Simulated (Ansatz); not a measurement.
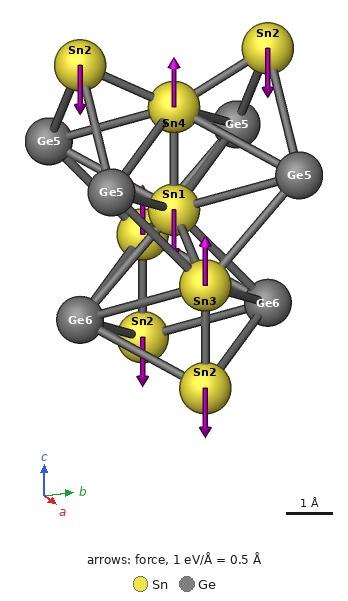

Starting geometry of crystalline Sn2Ge (a generated structure, set up in I4_1/amd) with the computed forces as purple arrows. A ball-and-stick model of the atoms within 4.2 Å of the atom that moves most (axes of the conventional cell (2 times the calculation's cell)), seen slightly off an axis. Lengths and directions refer to the drawn axes.

The start is a swapped structure.

Computed with Ansatz 0.2.0, DFT, PAW plane waves, PBEsol.

Input file:
```yaml
crystal:
  lattice:
    - [0.0, 4.374332, 0.0]
    - [4.374332, 0.0, 0.0]
    - [2.187166, 2.187166, -7.024886]
  atoms:
    - { symbol: Sn, position: [0.416, 0.416, 0.168] }
    - { symbol: Sn, position: [0.166, 0.666, 0.668] }
    - { symbol: Sn, position: [0.334, 0.834, 0.332] }
    - { symbol: Sn, position: [0.584, 0.584, 0.832] }
    - { symbol: Ge, position: [0.0, 0.0, 0.0] }
    - { symbol: Ge, position: [0.75, 0.25, 0.5] }
  symmetry: { tolerance: 0.0003 }
kpoints:
  mp_grid: { grid: [7, 7, 7], shift: [0, 0, 0] }
magnetization:
  spin_polarized: false
scf:
  occupations: { method: fermi_dirac }
  lower_state_search: "off"
hamiltonian:
  pseudopotentials: { kind: paw }
  xc: pbesol
basis:
  ecutwfc: 420
  fft_grid_basis: typed
relax:
  max_steps: 60
  cell: { p_target: 20.0 }
output:
  forces: true
  stress: true
  eigenvalues: true
  bader: true
  populations: true
  elf: true
  write_potential: true
  volumetric_format: npy
  dos:
    e_range: [-12, 8]
    de: 0.05
    projected: { site_lists: { Ge: [Ge], Sn: [Sn] } }
checkpoint:
  read: saved_state
```

Run as
```bash
ansatz run input.yaml --threads 2 --pin off --max-ram 3584MiB --backend cpu --events-out ev --progress --plain --runs-dir out
```

What follows when this structure is relaxed?

It isn't relaxed: the largest force vector, on Sn atoms, is 2.31 eV/Å. Measured relative to the changing cell, the final displacements run against the starting forces (cosine between the two patterns −1.00). The energy falls by 845 meV per atom in 21 accepted moves (26 points after the start). With the target pressure of 20 GPa, the enthalpy E + pV changes by −1152 meV per atom. The largest force component goes from 2.3 to 0.00041 eV/Å. Pressure: 26.04 GPa at the start and 20.00 GPa at the end. The line search rejected the trial steps at points 8, 18 of the run. The SCF was repeated 3 times at an unchanged geometry on a basis and grid sized afresh for the cell, which shifted the energy by 99.4 meV per atom at most. The largest moves relative to the cell, 0.26 Å, are those of Sn1, Sn2, Sn3 and Sn4. Sn1 goes along +c. Ge stays in place. The drawn cell changes as follows: a = b 4.374 → 3.184 Å (−27.2 %), c 14.050 → 23.604 Å (+68.0 %); the volume changes by −11.0 %. Near-neighbour distances that change, for instance: Sn1–Ge6 3.197 → 4.469 Å, Sn1–Sn1 4.374 → 3.184 Å, Sn1–Sn4 2.360 → 3.450 Å, Sn1–Ge5 3.311 → 2.836 Å. Bonds break: Sn1–Sn4 (2.36 → 3.45 Å), Sn2–Sn3 (2.36 → 3.45 Å). Among the angles between lasting bonds that change: Sn3–Sn1–Sn3 124.4° → 66.0°. The space group stays I4_1/amd (No. 141). Cost: 3.1 min on 2 threads of Intel(R) Xeon(R) Platinum 8488C (Sapphire Rapids) (shared host), peak memory 0.63 GiB.
